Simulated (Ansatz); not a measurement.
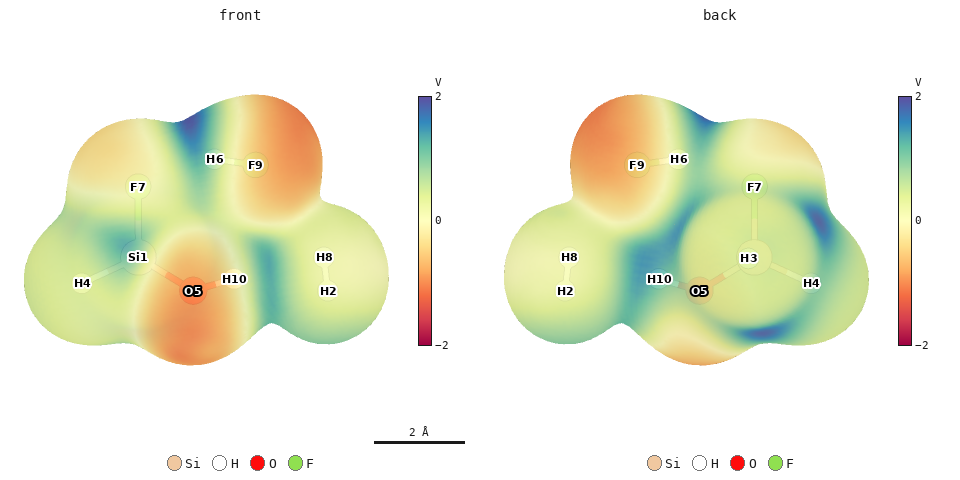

FH$_{3}$OSi···H$_{2}$···HF. The electrostatic potential painted on the density surface at 0.002 e/bohr³, seen from the front and from behind; red is negative and blue positive.

The product side of a reaction path; geometry: PBE0-D4/def2-TZVP.

These are results of RKS PBE0-D4/def2-TZVPP in Ansatz 0.2.0, not measurements.

Input

```
crystal:
  periodic: [false, false, false]
  atoms:
    - {symbol: Si, position_ang: [1.499659, 0.232372, 0.194113]}
    - {symbol: H, position_ang: [-2.367309, 0.728802, -1.557703]}
    - {symbol: H, position_ang: [1.838181, -0.577830, -0.995728]}
    - {symbol: H, position_ang: [2.615071, 1.047847, 0.703837]}
    - {symbol: O, position_ang: [0.236447, 1.219271, -0.036114]}
    - {symbol: H, position_ang: [-0.574788, -1.389469, 1.143299]}
    - {symbol: F, position_ang: [1.135604, -0.853247, 1.342328]}
    - {symbol: H, position_ang: [-2.410091, 0.127692, -1.113688]}
    - {symbol: F, position_ang: [-1.378442, -1.388185, 0.673986]}
    - {symbol: H, position_ang: [-0.594330, 0.852745, -0.354332]}
basis:
  gaussian: {orbitals: def2-TZVPP}
hamiltonian: {xc: pbe0, dispersion: d4}
output: {orbitals: {seedname: orbitals}}
```

Launched as:

```sh
ansatz run in.yaml --threads 4 --pin off --events-out ev --progress --plain --max-ram 9574MiB
```

> Which sites attract a positive test charge, and which a negative one?

A positive charge is drawn to the negative regions and a negative charge to the positive ones. The most negative region (about −1.0 V) lies over O5 and F9, the most positive (about +1.8 V) over Si1 and H6.
